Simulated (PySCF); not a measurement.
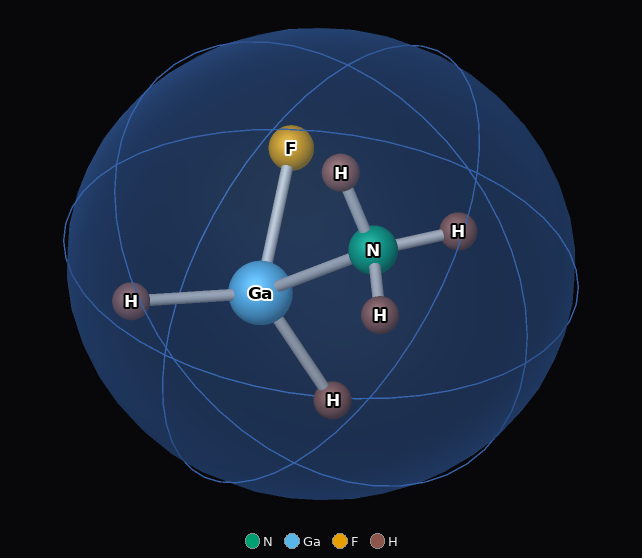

The ellipsoid shows the static dipole polarisability: its half-axes are proportional to the principal values. Computed geometry: PBE0-D3(BJ)/def2-SVP optimisation. No frequency run is at hand to confirm it as a minimum. Method: LDA/def2-SVPD (PySCF 2.14.0).

Give the principal values, the mean and the anisotropy.

Answer. Principal values 43.0, 47.5, 48.3 bohr³; mean 46.3 bohr³ (6.86 Å³); anisotropy 5.0 bohr³, so the longest axis is 1.12 times the shortest.
